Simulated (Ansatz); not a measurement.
```
Y Mn C N
1.0
     6.23382    0.00000    0.00000
     0.00000    6.23382    0.00000
     0.00000    0.00000    6.23382
Y Mn C N
1 1 4 4
Direct
  0.50000 0.50000 0.50000
  0.00000 0.00000 0.00000
  0.18274 0.18274 0.18274
  0.18274 0.81726 0.81726
  0.81726 0.18274 0.81726
  0.81726 0.81726 0.18274
  0.29240 0.29240 0.29240
  0.29240 0.70760 0.70760
  0.70760 0.29240 0.70760
  0.70760 0.70760 0.29240
```

Space group P-43m; a structure generated by program, which may or may not match a known phase; spin-polarised.

Level of theory: DFT PBE, scalar-relativistic, plane waves, PAW in Ansatz.

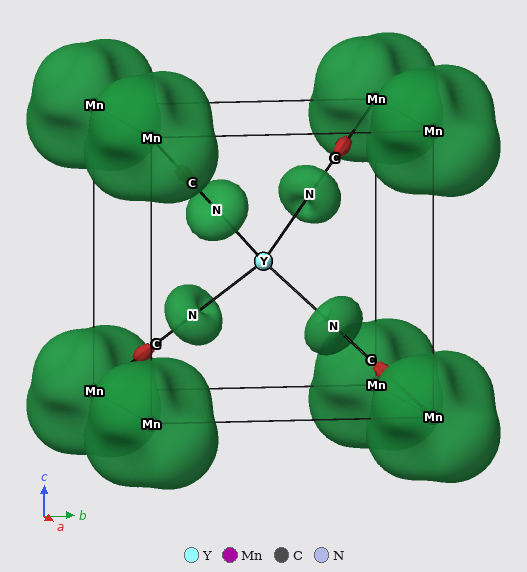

YMnC4N4. Isosurfaces of the spin density at +0.03 (green) and −0.03 e/Å³ (red), seen slightly off an axis. Sticks mark near contacts.

In a PAW calculation such maps are meaningful between the atoms, not at the nuclei.

> Which atoms carry the moments, and with what signs?

The spin density sits on Mn: +2.7 μB in one cell of 10 atoms: parallel main moments, as they must be, since the calculation's own cell holds one magnetic site. The cell of the calculation (10 atoms) carries 4.0 μB of net spin moment.
